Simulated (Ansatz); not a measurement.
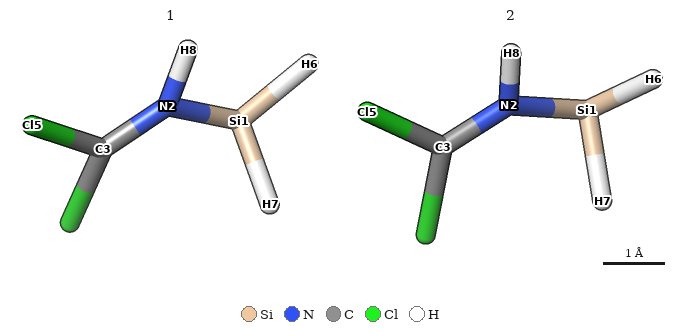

Two geometries of CH₃Cl₂NSi, drawn at one scale. One is the start of a relaxation, the other its converged end. A stick model, seen at a tilt.

Method: UKS PBE-D4/def2-SVP (Ansatz). (collinear spin; force threshold 0.02 eV/Å; at most 50 steps)

**Which one is relaxed?**

Structure 2 is the relaxed one. The run prepares an end point of a later path (hydrogen shift) calculation, from a guessed geometry. Over 6 accepted moves (7 points after the start) the energy falls by 1.381 eV. The largest force component goes from 3.4 to 0.011 eV/Å. The line search rejected the trial step at point 4 of the run. The atom that moves furthest after the best rigid fit is a Cl atom (0.46 Å). By element the largest moves are Cl 0.46 Å, H 0.43 Å, Si 0.36 Å, N 0.13 Å, C 0.10 Å. Among the contacts that change: C–Si 2.610 → 2.939 Å, Cl–Si 3.290 → 3.470 Å, N–Si 1.716 → 1.882 Å, H–Si 1.492 → 1.527 Å. Among the angles between lasting bonds that change: C–N–H 140.9° → 112.4°, Si–N–H 95.0° → 113.0°, N–Si–H 106.8° → 92.1°. Groups turn about C–N by about 20°. Cost: 36 s on 2 threads of Arm Neoverse V1, with other jobs on the host, peak memory 0.23 GiB.
